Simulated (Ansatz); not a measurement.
# Frequency calculation of SnH$_{5}$ClO

The run: frequency calculation of SnH$_{5}$ClO. Method and program: RKS PBE/def2-SVP (Ansatz 0.2.0).

It belongs to a series of runs on one base structure; here: vibrations at the highest image of the band. Figures and captions count atoms from 1; the log counts them from 0 in places.

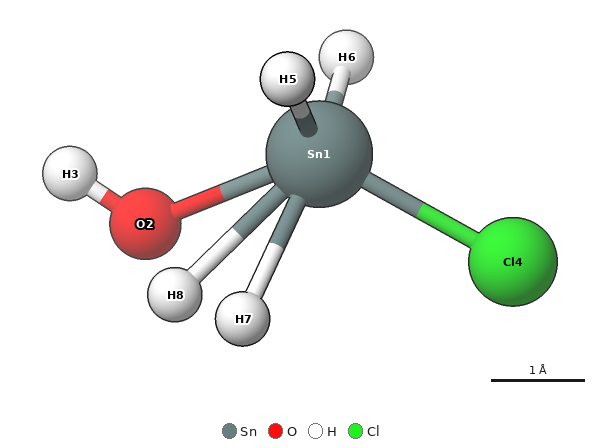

The structure as given in the input (ball-and-stick view, seen at a tilt; atoms are numbered from 1 in the order of the input). Sticks mark near contacts.

Summary:

```tsv
quantity	value
outcome	converged
total energy	−20468.2568 eV
mean-field energy	−20468.2568 eV
largest force (length of the vector)	0.017 eV/Å
hardware	1 thread of Arm Neoverse V1, 24 GiB of memory available, shared host
wall time	70 s
peak memory	0.11 GiB
```

The input:
```yaml
crystal:
  periodic: [false, false, false]
  atoms:
    - { symbol: Sn, position_ang: [0.079278, 0.050273, -0.044018] }
    - { symbol: O, position_ang: [-0.073494, 0.206807, 2.143838] }
    - { symbol: H, position_ang: [-0.923558, 0.346867, 2.613293] }
    - { symbol: Cl, position_ang: [2.054543, -0.421668, -1.307067] }
    - { symbol: H, position_ang: [-0.838982, 1.317214, -0.774429] }
    - { symbol: H, position_ang: [-0.682185, -1.502732, -0.059] }
    - { symbol: H, position_ang: [1.268704, 1.437627, 0.968567] }
    - { symbol: H, position_ang: [0.722993, 1.124211, 1.734515] }
basis:
  gaussian: { orbitals: def2-SVP }
hamiltonian:
  xc: pbe
phonons: {}
```

Run as:
```bash
ansatz run input.yaml --threads 1 --pin off --max-ram 2048MiB --backend cpu --events-out ev --progress --plain --runs-dir out
```

What the program printed:
```
Engine: ansatz 0.2.0, aarch64-unknown-linux-gnu
Functional definition: PBE
  parameter kappa = 0.804
  parameter beta = 0.06672455060314922
  exchange = pbe_x(kappa = kappa, mu = beta*pi^2/3)
  correlation = pbe_c(beta = beta)
919 factors; their error is unknown
mean field evaluation 1: about -20462.5551 eV, gradient 5.5e1 eV
mean field evaluation 2: about -20381.1218 eV, gradient 1.7e2 eV
mean field evaluation 4: about -20467.5804 eV, gradient 1.5e1 eV
mean field evaluation 8: about -20468.2814 eV, gradient 1.9e-1 eV
mean field evaluation 16: about -20468.2568 eV, gradient 1.1e-4 eV
mean field -20468.25678456 eV, -752.1945629498 hartree, gradient 1.8e-5 eV, S^2 0.000000; 0 other end points of the search recorded, 0 dependent functions left out
the calculation of the forces begins
reference -20468.25682365 eV, -752.1945643862 hartree; 26, 26 occupied and 57, 57 virtual orbitals, 919 factors
these checks for a lower state are left out or cut short: stability, starts, cluster_reference, orbital_swaps, neighbouring_geometries, increment
919 factors; their error is unknown
mean field -20468.25673170 eV, -752.1945610074 hartree, gradient 2.4e-6 eV, S^2 0.000000; 0 other end points of the search recorded, 0 dependent functions left out
[... from here on the field's lines of each further geometry are left out, up to the last ...]
the calculation of the forces begins
reference -20468.25679905 eV, -752.1945634824 hartree; 26, 26 occupied and 57, 57 virtual orbitals, 919 factors
these checks for a lower state are left out or cut short: stability, starts, cluster_reference, orbital_swaps, neighbouring_geometries, increment
919 factors; their error is unknown
mean field -20468.25678030 eV, -752.1945627932 hartree, gradient 1.7e-6 eV, S^2 0.000000; 0 other end points of the search recorded, 0 dependent functions left out
the calculation of the forces begins
reference -20468.25681938 eV, -752.1945642296 hartree; 26, 26 occupied and 57, 57 virtual orbitals, 919 factors
WARN: phonons: modes at or below zero, which the zero-point energy, F, S and C_V leave out: 1, the lowest at -1100.89 cm⁻¹. A minimum has none, and a first-order saddle one
Total energy: -20468.25682365 eV, -752.1945643862 hartree
Atom 0 at     0.079278     0.050273    -0.044018 Å, force     0.001089    -0.000451     0.002532 eV/Å
Atom 1 at    -0.073494     0.206807     2.143838 Å, force    -0.002449     0.017015    -0.001662 eV/Å
Atom 2 at    -0.923558     0.346867     2.613293 Å, force     0.002494    -0.010627    -0.000561 eV/Å
Atom 3 at     2.054543    -0.421668    -1.307067 Å, force    -0.001662    -0.000544     0.001266 eV/Å
Atom 4 at    -0.838982     1.317214    -0.774429 Å, force    -0.000031     0.000381    -0.001223 eV/Å
Atom 5 at    -0.682185    -1.502732    -0.059000 Å, force    -0.001048    -0.000512    -0.000368 eV/Å
Atom 6 at     1.268704     1.437627     0.968567 Å, force    -0.000921     0.000974     0.004101 eV/Å
Atom 7 at     0.722993     1.124211     1.734515 Å, force     0.002528    -0.006236    -0.004086 eV/Å
Dipole moment:    -0.687105     0.157285     0.309570 e Å
Vibrations: -1100.89 56.55 224.94 328.57 354.61 443.85 503.52 535.27 664.83 684.93 790.46 823.40 1253.47 1574.16 1841.59 1865.59 1906.26 3643.53 cm⁻¹, zero-point energy 1.084585 eV
```

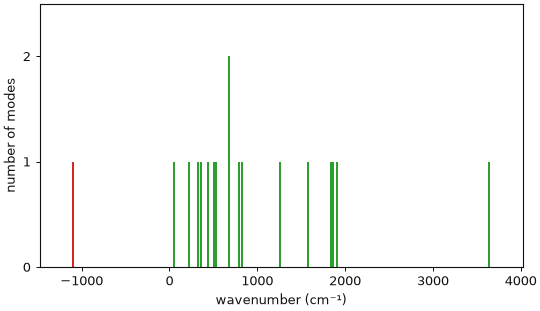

Harmonic vibrational wavenumbers from the force constants; neighbouring modes closer than 22 cm⁻¹ are counted in one stick, and imaginary ones are drawn at negative wavenumbers. 18 modes from 1101i to 3644 cm⁻¹, 1 imaginary beyond 8i (1101i cm⁻¹): a first-order saddle point, if the geometry is stationary.
